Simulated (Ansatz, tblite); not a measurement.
## How methods differ on Si2H5OF (SMILES O[SiH](F)[SiH3])

Si2H5OF has 9 atoms, charge 0, and is taken as a singlet. As SMILES, `O[SiH](F)[SiH3]`. The shape is that of a PBE0-D4/def2-TZVP optimisation. This is one conformer, not always the lowest.

```xyz
9

O    -0.3925   -0.6108    1.7681
Si   -0.8315   -0.1606    0.2577
F    -1.7756    1.1338    0.3194
Si    1.1350    0.3711   -0.8917
H    -1.0505   -1.0056    2.3430
H    -1.6646   -1.2154   -0.3806
H     0.7987    0.8606   -2.2552
H     1.9817   -0.8452   -1.0139
H     1.8878    1.4256   -0.1638
```

Each level gives the HOMO–LUMO gap (eV). The values are calculated.

```csv
level,kind,program,value (eV),CPU time
IPEA1-xTB,semi-empirical,tblite,4.17,under 2 s
HF/6-31G* (spherical functions),Hartree–Fock,Ansatz,14.62,1.7 s
SVWN5/6-31G* (spherical functions),LDA,Ansatz,6.22,2.6 s
revPBE/6-31G* (spherical functions),GGA,Ansatz,6.39,3.4 s
r2SCAN/6-31G* (spherical functions),meta-GGA,Ansatz,7.06,6.1 s
PBE0/6-31G* (spherical functions),global hybrid,Ansatz,8.48,4.2 s
HSE06/6-31G* (spherical functions),range-separated hybrid,Ansatz,7.71,4.7 s
B2PLYP/6-31G* (spherical functions),double hybrid,Ansatz,10.78,5.8 s
```

The values span 4.17 to 14.62 eV. Orbital gaps aren't excitation energies, and those of double hybrids come from the SCF part alone; they tend to grow with the share of exact exchange. Times are those of the runs behind each value, whatever else they computed, on shared processors of several kinds: orders of magnitude only.

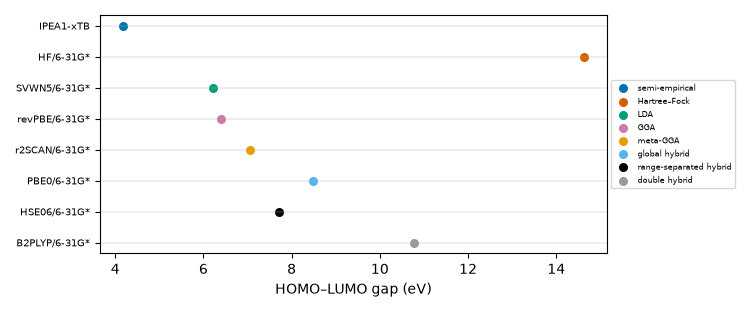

The values of the table, level by level.
